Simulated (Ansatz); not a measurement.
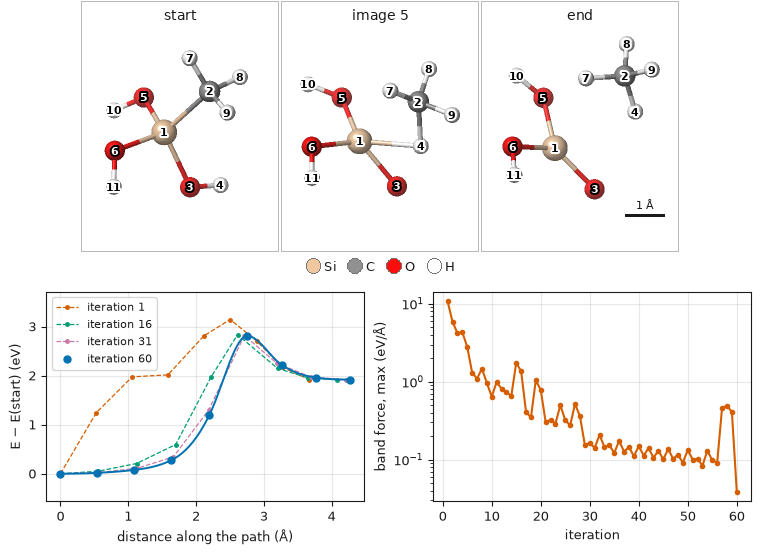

A nudged-elastic-band calculation for CH$_{6}$O$_{3}$Si. Images are numbered from 0 (start) to 8 (end). The plot follows the band through its iterations. Style: ball-and-stick. Shown from a free direction.

Level of theory: RKS PBE0-D4/def2-SVP (Ansatz). Settings: 7 movable images; climbing image; force threshold 0.05 eV/Å; iteration limit 60; optimiser L-BFGS; largest step 0.5 Å; starting path through a guess of the saddle point.

Question: Did the band converge, and can the barrier be trusted?

Answer: The run is converged, with reservations. The band converged in 60 iterations. The largest component of the band force went from 11 to 0.039 eV/Å. The climbing image converged on the top of the path. Its curvatures weren't checked. The step length is far from the usual. The first iteration put the highest image at 3.14 eV. Forward barrier 2.81 eV, backward barrier 0.89 eV, with image 5 at the top; the reaction energy is +1.92 eV.

Cost: 16 min on 2 threads of Arm Neoverse V1, on a shared host, peak memory 0.24 GiB.
